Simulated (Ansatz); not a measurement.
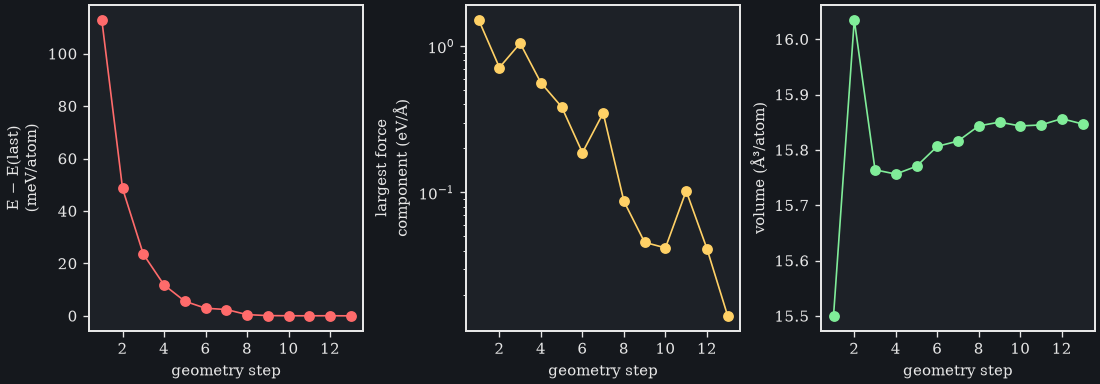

History of a geometry optimisation. The run: Hf₆B₃Ru₇W₈ (amorphous cell, 24 atoms in the cell), by DFT PBE, scalar-relativistic, plane waves, PAW (Ansatz 0.2.0); cutoff 420 eV, 2×2×2 k-mesh, Gaussian smearing of 0.1 eV. Atoms and cell relax. A closing SCF on a freshly chosen basis isn't drawn.

The optimisation met its thresholds at geometry 13, counting the start as the first. The energy fell by about 110 meV/atom from the first step to the last. Step 12 went uphill and was rejected by the line search. The largest force component goes from about 1.5 eV/Å at the start to 0.014 eV/Å at the end. The volume grows from 15.50 to 15.85 Å³ per atom (+2.2 %), overshooting to 16.03 at step 2.
